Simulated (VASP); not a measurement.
Band structure of MgCd (space group Pm-3m). Level of theory: PBEsol GGA with spin-orbit coupling, VASP's PBE PAW potentials (set 64) (plane waves; VASP 6.6.1).

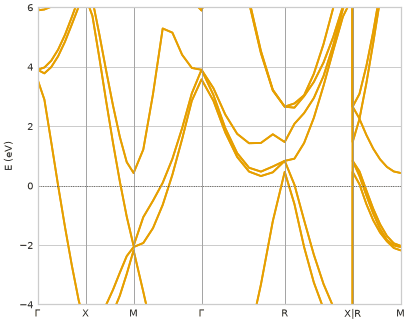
Figure: Bands along high-symmetry lines, zero at the valence-band maximum or, without a gap, the Fermi level

**Question.** Read the plot: is there a gap, and where are the band edges?

**Answer.** It has no gap at this level: it comes out as a metal or semimetal.

The structure comes from a computed database's MgCd entry (Pm-3m); how it stands against other phases isn't given here. It was relaxed first.
